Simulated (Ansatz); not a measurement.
Response to strain in YCu

The reference is YCu in the CsCl type structure (space group Pm-3m, No. 221; a = 3.425 Å; relaxed with 0.1 eV smearing).

Strains are applied to the cell and any free atomic positions relax.

All numbers come from DFT with PBEsol, PAW potentials and a 420 eV plane-wave cutoff in Ansatz (a quantum-chemistry and plane-wave program), spin-orbit coupling left out.

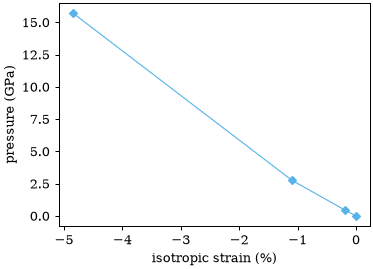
Fig. 1. Pressure against isotropic strain

| isotropic strain (%) | pressure |
|---|---|
| -4.85 | 15.7 GPa |
| -1.1 | 2.8 GPa |
| -0.18 | 0.4 GPa |

Stability against distortions was not tested. All final runs are without spin polarisation.
